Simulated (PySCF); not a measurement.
## Electronic structure of C₃H₁₆Si₄ (SMILES CC[SiH2][Si](C)([SiH3])[SiH3]) in real space

```csv
atom,x (Å),y (Å),z (Å)
C,3.6750,-0.3976,-0.1009
C,2.1931,-0.6772,0.1129
Si,1.0827,0.8298,-0.2622
Si,-1.1790,0.2490,-0.0617
C,-1.4234,-0.3634,1.7456
Si,-1.7738,-1.5553,-1.4321
Si,-2.6031,2.0823,-0.3155
H,3.8620,-0.1073,-1.1325
H,4.2775,-1.2780,0.1203
H,4.0081,0.4135,0.5431
H,2.0388,-1.0018,1.1438
H,1.8943,-1.5155,-0.5200
H,1.5293,1.9181,0.6234
H,1.4084,1.2768,-1.6257
H,-2.4565,-0.6440,1.9333
H,-1.1599,0.4078,2.4645
H,-0.8078,-1.2331,1.9593
H,-3.1592,-2.0040,-1.2581
H,-0.9469,-2.7497,-1.2232
H,-1.6297,-1.2014,-2.8472
H,-2.5030,2.6351,-1.6682
H,-4.0169,1.7546,-0.1081
H,-2.3148,3.1881,0.6023
```

Geometry: GFN2-xTB.

These are results of PBE0/pcSseg-1, SCF density, gas phase, non-relativistic (PySCF 2.14.0), not measurements.

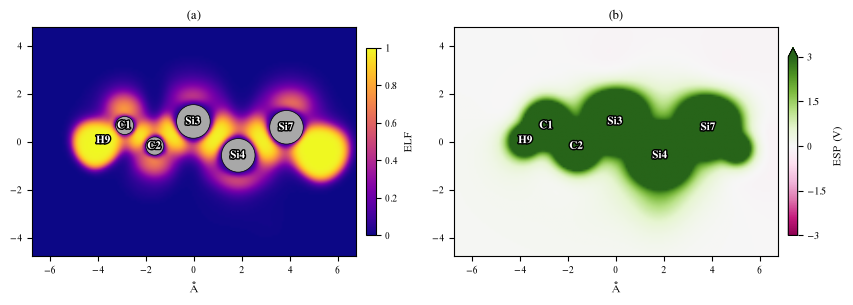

Figure 1. (a) electron localisation function; (b) molecular electrostatic potential on the plane of atoms C2, Si3 and Si4. Grey discs cover the atomic cores in the ELF map.

> Read the bonding off the picture.

- Atoms in the plane: C, Si and H.
- C–C (1.52 Å): the ELF peaks at about 0.95 between the atoms, as expected for a covalent bond.
- C–Si (1.91 Å): the ELF peaks at about 0.95 between the atoms (localised, covalent bonding).
- Si–Si (2.34 Å): the ELF peaks at about 1 between the atoms (a shared electron pair).
- C–H (1.09 Å): the ELF climbs to about 1 towards the hydrogen, as it does in any bond to H; an ordinary covalent bond to hydrogen.
- The potential has no marked negative region in this plane.

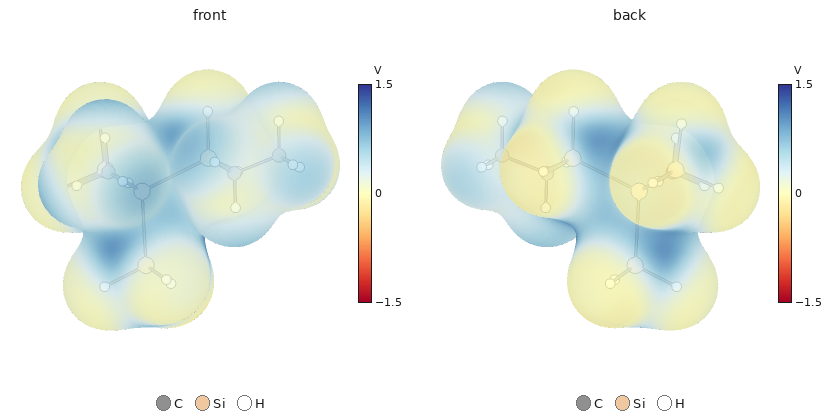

Figure 2. The molecular electrostatic potential painted on the density surface at 0.002 e/bohr³, seen from the front and from behind; the colour scale runs from red (negative) to blue (positive).

> Which sites attract a positive test charge, and which a negative one?

A positive charge is drawn to the negative regions and a negative charge to the positive ones. The most negative region (about −0.1 V) lies over H14, H20 and H21, the most positive (about +1.0 V, or +23 kcal/mol for a unit charge) over Si3, Si6 and Si7.

> How polar is the molecule by this calculation?

Its dipole moment is 1.31 D.
